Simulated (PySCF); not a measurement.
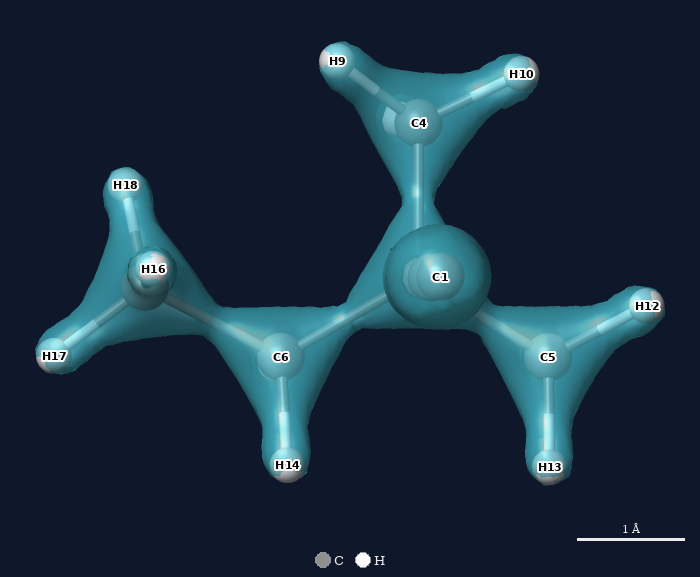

*C₇H₁₁ (doublet). Isosurface of the electron density at 1.5 e/Å³ (cyan), seen across its widest extent.*

Geometry: GFN2-xTB.

Method: UKS B3LYP, pcH-1 on C H, non-relativistic, mean-field spin-orbit, GIAO in PySCF 2.14.0, density-fitted response routines.

```xyz
18

C     1.0979    2.5805   -0.4792
C     0.4514    1.5858   -0.3416
C    -0.3347    0.3485   -0.1611
C    -0.8640    0.3270    1.2724
C    -1.4969    0.3907   -1.1562
C     0.5764   -0.8511   -0.4662
C     1.7751   -0.9800    0.4665
H    -1.3620   -0.6212    1.4683
H    -0.0568    0.4539    1.9887
H    -1.5793    1.1329    1.4212
H    -2.1182   -0.4955   -1.0355
H    -2.1128    1.2717   -0.9885
H    -1.1265    0.4196   -2.1787
H     0.9367   -0.7533   -1.4932
H    -0.0288   -1.7605   -0.4115
H     2.3284   -0.0438    0.4967
H     2.4404   -1.7631    0.1096
H     1.4649   -1.2360    1.4765
```

Question: What does this surface tell about the bonding?

Answer: At this value the surface is in one piece. It bridges the sampled C–C (1.19 Å) and C–H (1.09 Å) contacts, where the density stays above the isovalue. On the grid the lowest density along these lines, outside the cores, is 2.7 e/Å³ (C–C, 1.19 Å) and 1.9 e/Å³ (C–H, 1.09 Å).
